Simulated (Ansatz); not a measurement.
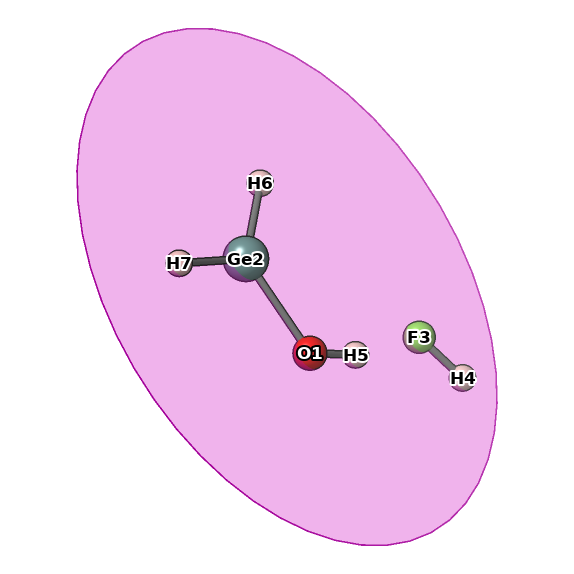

A disc through the centre of mass is drawn in. Atoms fade into the background with distance from the viewer. The species has charge +1 and is a spin singlet. The computed structure is the end point of a PBE-D4/def2-SVP optimisation. No frequency run is at hand to confirm it as a minimum.

Is the plane of the disc a mirror plane of the structure?

Answer. Yes. The reflection leaves O1, Ge2, F3, H4, H5, H6, H7 in place. The point group is Cs.
